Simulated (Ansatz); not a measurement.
Partial pair distribution functions of a relaxed model of amorphous Ga12Sb12Se36, broadened by 0.06 Å; density 5.12 g/cm³. All values below come from PBE-D3(BJ), scalar-relativistic without spin-orbit coupling, PAW (Ansatz default set, large-core Se) (plane waves to 420 eV; Ansatz, an electronic-structure program).

A CHGNet melt-quench gave the starting glass, which DFT then relaxed. The hot cell started wider than the set density and was brought back towards it in steps. It is the lowest in DFT energy of 3 quenches. It is a model cell: composition and starting density were chosen by hand, and all elements were melted together. The geometry includes D3(BJ) dispersion. Its density started from a set value of 4.84 and ended at 5.12 g/cm³. The quench (nominally 79 K/ps over its main leg) was far faster than any real one, so the model tends to hold more defects than a real film. One small periodic cell is one sample of the glass; other quenches scatter about these values. Volume and shape were free in the relaxation. On a 2×2×2 Γ-centred mesh force components of up to 0.19 eV/Å stay, since the relaxation ran on one k-point at (1/4, 1/4, 1/4).

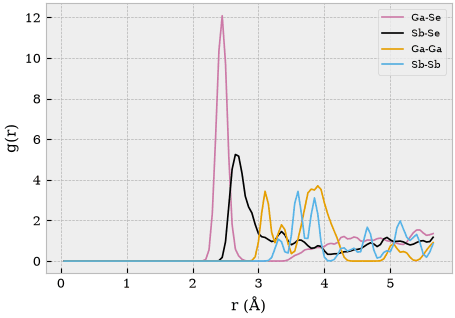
*Partial pair distribution functions*

Highest peaks under 4.5 Å: Ga-Se near 2.45 Å, Sb-Se near 2.65 Å, Ga-Ga near 3.90 Å, Sb-Sb near 3.60 Å; pairs of few atoms are noisy.

Within 2.80 Å each Ga has 4.00 Se neighbours on average.
